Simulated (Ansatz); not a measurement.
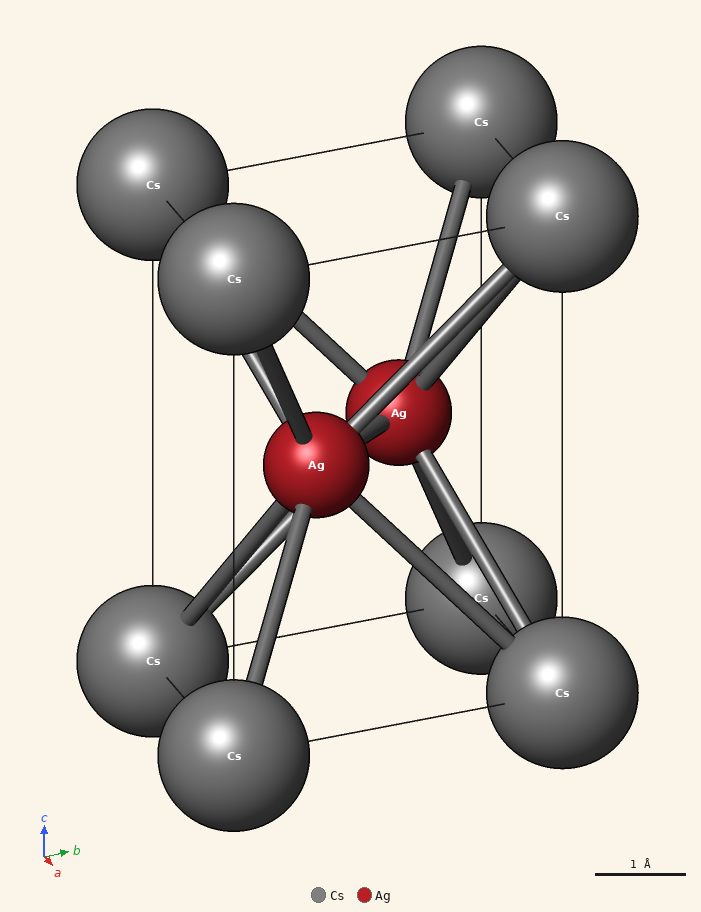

The figure gives a ball-and-stick picture of the atoms, viewed slightly off an axis. The conventional unit cell is drawn as a box.

CsAg$_{2}$, AlB₂ type, space group P6/mmm (No. 191), a = 4.850 Å, b = 4.850 Å, c = 5.462 Å, α = 90.00°, β = 90.00°, γ = 120.00°. Starting structure: a structure type filled with these elements by a generator (whether the compound takes this form wasn't checked). Earlier steps of the study may have refined or changed the cell and positions. It was the input of a calculation with Ansatz.

This one geometry was computed with Ansatz (DFT, plane waves, PAW) at three levels of theory: PBE with spin-orbit coupling, r2SCAN and PBE.

Q: How does the band gap change with the level of theory?

A: All levels give a metal.

Q: Collect the results in a table.

A:
| level | cutoff (eV) | k-mesh of the run's cell | gap (eV) | pressure (GPa) |
| --- | --- | --- | --- | --- |
| PBE with spin-orbit coupling | 420 | 12×12×8 | metal | 0.0 |
| r2SCAN | 500 | 12×12×8 | metal | -1.0 |
| PBE | 420 | 12×12×8 | metal | 0.0 |

Gaps are taken on the k-mesh or band path of each run.
